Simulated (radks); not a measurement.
# Run report: Cs, atomic calculation

The neutral caesium atom in the configuration [Xe] 6s1 (high spin). It sits in a hard spherical wall of radius 3 bohr. Computed at this level: scalar-relativistic Kohn-Sham, PBE, spin-polarised, spherical densities, point nucleus (the in-house radial solver radks).

Key numbers:

- outcome: converged
- total energy: −7782.8273 hartree
- kinetic energy: 8220.1277 hartree
- electron–nucleus energy: −18901.9114 hartree
- Hartree energy: 3092.2937 hartree
- exchange–correlation energy: −193.337242 hartree
- radius at density 0.001 e/bohr³: 2.91 bohr
- pressure on the wall: 1680 GPa
- SCF iterations: 13
- hardware: 1 CPU thread, shared host

Input file:
```
Z 55
configuration [Xe] 6s1 5d0 6p0 7s0
relativity scalar-relativistic
functional pbe,pbe
spin polarised
nucleus point
wall 3 bohr
c 137.035999084
```

Energies in input and log are in hartree, lengths in bohr.

Launched within a batch (the task file carries these settings):
```bash
python <driver script> task.json out
```

The program's output:
```
1s      1   1.0000       -1314.61007505
2s      1   1.0000        -205.38986258
2p      1   3.0000        -184.13310984
3s      1   1.0000         -41.95231109
3p      1   3.0000         -35.11369240
3d      1   5.0000         -25.07760218
4s      1   1.0000          -7.21046303
4p      1   3.0000          -5.03361045
4d      1   5.0000          -1.87754200
5s      1   1.0000          -0.26921080
5p      1   3.0000           0.29649297
6s      1   1.0000           2.43830773
5d      1   0.0000           1.20265888
6p      1   0.0000           3.06666897
7s      1   0.0000           6.73261091
1s      2   1.0000       -1314.60628229
2s      2   1.0000        -205.38738032
2p      2   3.0000        -184.13057749
3s      2   1.0000         -41.94874631
3p      2   3.0000         -35.11002687
3d      2   5.0000         -25.07414820
4s      2   1.0000          -7.20337645
4p      2   3.0000          -5.02584652
4d      2   5.0000          -1.86758275
5s      2   1.0000          -0.25208152
5p      2   3.0000           0.31489337
6s      2   0.0000           2.48063494
5d      2   0.0000           1.22535694
6p      2   0.0000           3.10667406
7s      2   0.0000           6.74311098
Etot -7782.827261797306
Ekin 8220.127717538062
Encl -18901.911444047724
Eh 3092.293706828082
Exc -193.3372421157268
err 7.81198600739214e-09
it 13
```

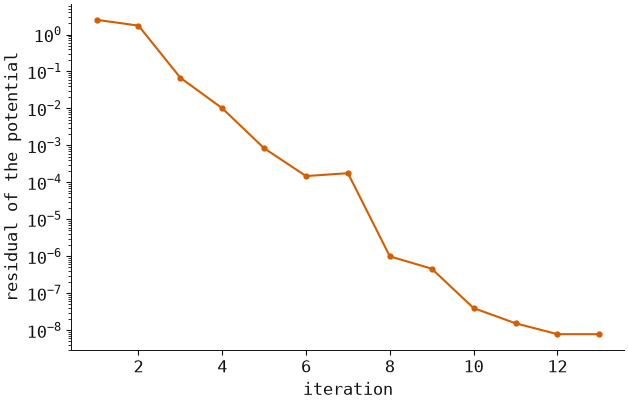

Fig. 1: Convergence: residual of the potential against the iteration. The residual falls almost steadily, with no more than small rises or pauses. It goes from 2.5 to 7.8×10⁻⁹ in 13 steps.

Slater integrals of the outer shells (hartree):

| integral | value |
| --- | --- |
| F0(6s,6s) | 0.4891 |
| F0(6s,5p) | 0.4983 |
| G1(6s,5p) | 0.0731 |
| F0(6s,5s) | 0.5131 |
| G0(6s,5s) | 0.0522 |
| F0(6s,4d) | 0.6271 |
| G2(6s,4d) | 0.0660 |
| F0(6s,5d) | 0.4835 |
| G2(6s,5d) | 0.0955 |
| F0(5p,5p) | 0.5209 |
| F2(5p,5p) | 0.3002 |
| F0(5p,5s) | 0.5360 |
| G1(5p,5s) | 0.3778 |
| F0(5p,4d) | 0.6247 |

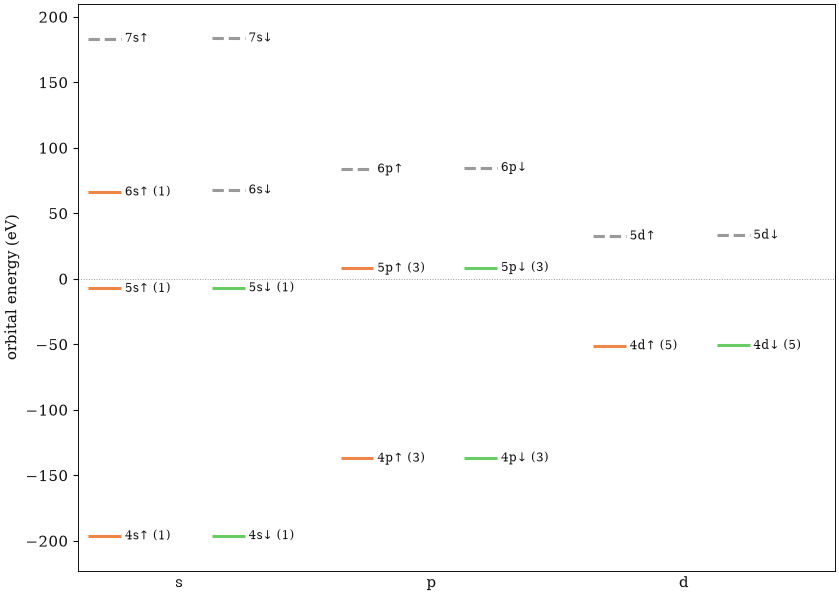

Fig. 2: The outer levels are drawn (occupations in brackets, up spins at the left of each column and down spins at the right, empty levels dashed). The highest occupied level is 6s up at 66.3 eV. The highest 3 occupied levels, from the top down, are 6s up (66.3 eV), 5p down (8.57 eV), 5p up (8.07 eV). The largest exchange splitting (down less up) among the shells drawn in both spins is that of 6s, 1.15 eV. The wall pushes the highest level above zero, where only the wall holds the electron in. The order isn't aufbau: the empty 5d up and 5d down levels lie under the highest occupied one.

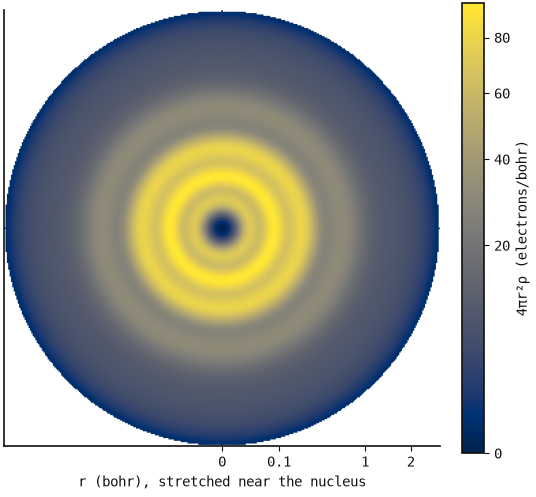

Fig. 3: The radial density 4πr²ρ as a disc about the nucleus, with the radius drawn as r to the power 0.4. There are 4 maxima, at r = 0.0182, 0.0807, 0.230 and 0.646 bohr, parted by minima at 0.0354, 0.152 and 0.476 bohr, inside which lie 2.0, 11.2 and 29.0 electrons. The configuration has 6 principal shells, so not every shell has a maximum of its own.

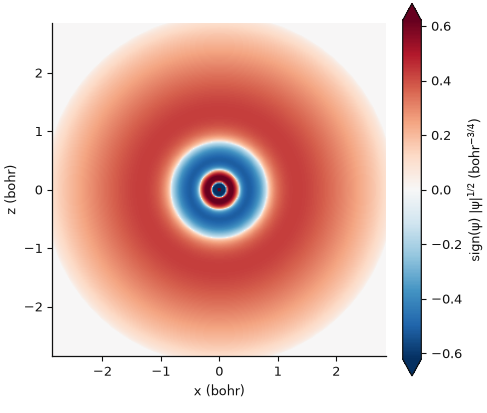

Fig. 4: The 5s orbital of up spin. In the xz plane through the nucleus, the colour gives the signed square root of ψ. The radial function comes from the spherical calculation and is multiplied by a real spherical harmonic; the overall sign is chosen so that the largest lobe of P(r) is positive; at the scalar-relativistic level it is the large component. It has no angular node and 4 radial nodes, at r = 0.0323, 0.128, 0.340 and 0.829 bohr; only the outer 3 can be made out at this scale. The outermost maximum of P² lies at 1.56 bohr, ⟨r⟩ = 1.62 bohr, 90 % of the charge lies within 2.23 bohr, and the eigenvalue is −7.33 eV, with 1 electron in the shell for this spin.
